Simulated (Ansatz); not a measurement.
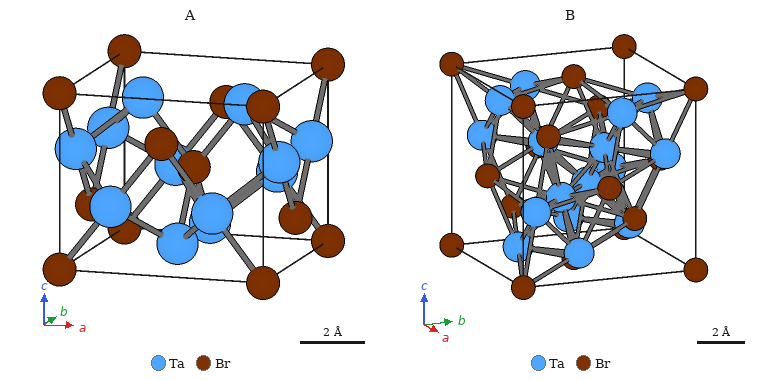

Two structures of Ta2Br, each relaxed to rest (conventional cells in solid outline, small ones repeated, not to one scale). Method: DFT PBE, scalar-relativistic, plane waves, PAW in Ansatz 0.2.0, without spin polarisation.

**Name structures A and B.**

A: 12 atoms a cell on a body-centred tetragonal lattice, I4_1/amd. B: cubic Laves phase (C15, MgCu₂ type), Fd-3m.

**Which is the more stable form at this level of theory?**

A is lower, by 329 meV/atom at this level of theory (energies at zero smearing). Volumes: A 21.1, B 21.5 Å³/atom.

One or both may be structure types tried for this composition rather than known phases.
